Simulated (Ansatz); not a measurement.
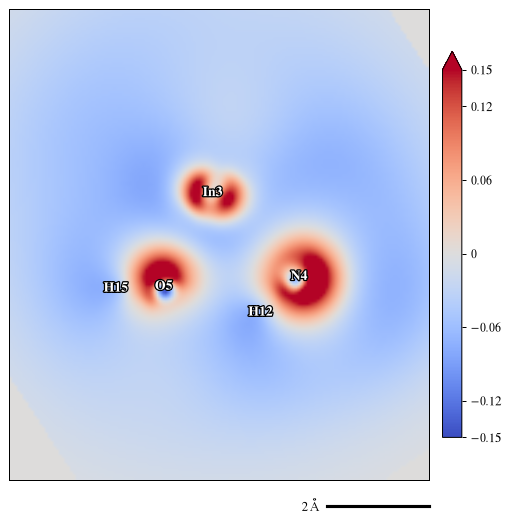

C₂H₁₀InNO (SMILES [CH3][In-]([CH3])([NH3+])[OH]). One frontier orbital on the plane of atoms In3, O5 and H15 (values in Å⁻³ᐟ²; the overall sign is arbitrary).

Geometry: PBE0-D4/def2-SVP; core potentials replace the inner electrons of In.

Theory: isolated molecule in a Gaussian basis; Kohn-Sham density functional theory, functional PBE0 (Ansatz 0.2.0).

Input

```
crystal:
  periodic: [false, false, false]
  atoms:
    - {symbol: C, position_ang: [0.688011, 0.365331, 2.152509]}
    - {symbol: C, position_ang: [-2.917620, 0.623978, 0.552985]}
    - {symbol: In, position_ang: [-0.811490, 1.079531, 0.764100]}
    - {symbol: "N", position_ang: [0.094853, 0.585933, -1.354510]}
    - {symbol: O, position_ang: [-0.292895, 2.889249, -0.106738]}
    - {symbol: H, position_ang: [0.580270, 0.869371, 3.124827]}
    - {symbol: H, position_ang: [0.605150, -0.719241, 2.318036]}
    - {symbol: H, position_ang: [1.690602, 0.590726, 1.759337]}
    - {symbol: H, position_ang: [-3.113863, -0.452027, 0.672511]}
    - {symbol: H, position_ang: [-3.265748, 0.941628, -0.441254]}
    - {symbol: H, position_ang: [-3.504671, 1.165193, 1.310321]}
    - {symbol: H, position_ang: [0.221621, 1.601919, -1.484291]}
    - {symbol: H, position_ang: [-0.511261, 0.225254, -2.088071]}
    - {symbol: H, position_ang: [0.998234, 0.121919, -1.419338]}
    - {symbol: H, position_ang: [-0.471088, 3.710719, 0.357520]}
basis:
  gaussian: {orbitals: def2-SVPD}
hamiltonian: {xc: {name: PBE0}}
output: {forces: true, orbitals: {seedname: orbitals}}
```

Run with:

```sh
ansatz run input.yaml --threads 2 --pin off --max-ram 6090MiB --events-out events.jsonl --progress --plain --runs-dir runs
```

Question: Which orbital is it: HOMO or LUMO?

Answer: The LUMO, at −0.33 eV. By Hirshfeld shares it lies mainly on In3 (about 35 %), H13 (about 10 %) and H14 (about 10 %).
